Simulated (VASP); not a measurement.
Band structure of Ti (hcp). Calculation: revPBE GGA, VASP's PBE PAW potentials (set 64) (plane waves; VASP 6.6.1).

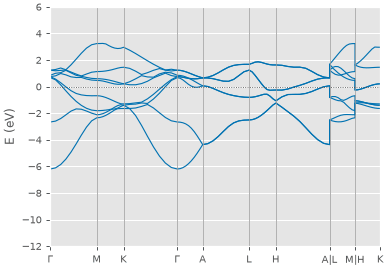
Fig. 1. Bands along high-symmetry lines, zero at the valence-band maximum or, without a gap, the Fermi level

**Question.** Read the plot: is there a gap, and where are the band edges?

**Answer.** It has no gap at this level: it comes out as a metal or semimetal. (Edges off the drawn lines would not show.)

The compound is Ti in the hcp structure. It was relaxed first.
